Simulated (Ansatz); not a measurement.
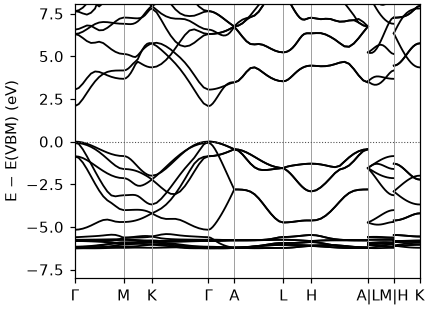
Fig. 1. Band structure from plane-wave PAW PBE (Ansatz code)

Problem. Read off the gap and where the band edges lie.

Solution. About 2.1 eV (2.07 eV by a search for the band edges); maximum at Γ, minimum at Γ.

Problem. Which compound is it?
(A) MgZn3O4, P6_3mc (Mg on 2b, O on 2b, Zn on 6c, O on 6c)
(B) SnC, wurtzite
(C) BeS, NiAs type
(D) ZnS, wurtzite

Solution. D, ZnS, wurtzite

The cell was relaxed with PBE under the symmetry of its start.

Potentials: the earlier of the program's two PAW sets.
